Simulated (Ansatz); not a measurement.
Consider MgSe in the rock salt structure (space group Fm-3m, No. 225; a = 5.472 Å).

Now apply this change: every lattice vector is shortened by 4.33 %, atoms relaxed at fixed cell.

The values are results of r2SCAN, PAW, 500 eV (Ansatz, a quantum-chemistry and plane-wave program; no SOC), not measurements.

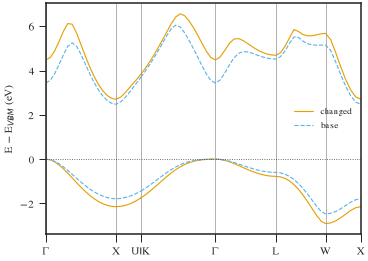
Highest valence and lowest conduction band along the path, each from its own valence-band maximum

The gap is 2.70 eV, indirect, Γ → X; the base has 2.48 eV.

The cells carry an imposed strain or load. Stability against distortions was not tested.
